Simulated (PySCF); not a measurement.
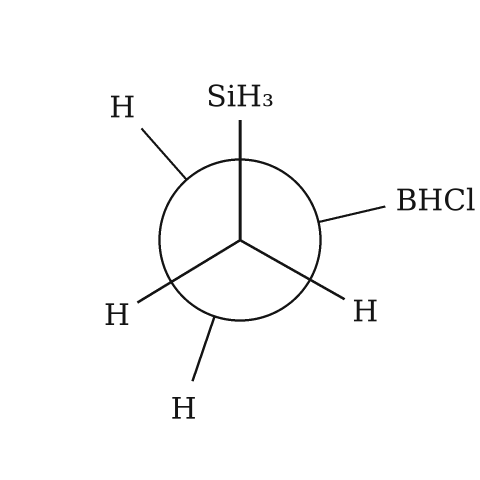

A Newman projection along the Si–Si bond, silicon in front; angles are drawn as computed, but eclipsed bonds slightly apart. Computed geometry: PBE0-D3(BJ)/def2-SVP optimisation. No frequency run is at hand to confirm it as a minimum.

### Which molecule is it?

BClH8Si3, [SiH3][SiH2][SiH2]BCl

### What is the torsion angle from the front SiH3 to the back BHCl? The sign is positive where the front bond must turn clockwise to cover the back bond.

77°, synclinal (gauche). The conformation about this bond is staggered.
